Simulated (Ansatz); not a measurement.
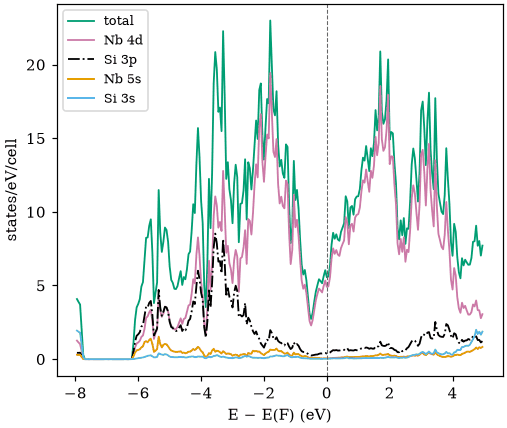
Figure: Total and projected density of states of Nb5Si3 in space group I4/mcm (No. 140; Nb on 16l, Nb on 4c, Si on 8h, Si on 4a), DFT-r²SCAN in the program Ansatz with PAW potentials

### Question
Which orbitals carry the states next to the Fermi level?

### Answer
Within 0.5 eV of the Fermi level: Nb 4d 88 %, Si 3p 7 %. Projections are on Löwdin-orthogonalised atomic valence shells; empty p or d shells of many metals are not among them.

### Question
Where is the tallest occupied peak in this window, and what makes it?

### Answer
Near -1.8 eV, about 23 states/eV per cell; the largest projected share is Nb 4d.

The workflow started from a Materials Project entry (that database holds measured and hypothetical structures alike); the Crystallography Open Database files this formula in space group No. 140, but the cells were not matched. Whether it is the stable phase at ambient conditions was not checked. The cell was relaxed with r²SCAN under the symmetry of its start; whether a distortion lowers the energy is not shown. No spin polarisation was allowed. Scalar-relativistic: spin–orbit coupling is off unless named, which matters more the heavier the elements.

Potentials: the later of the program's two PAW sets.
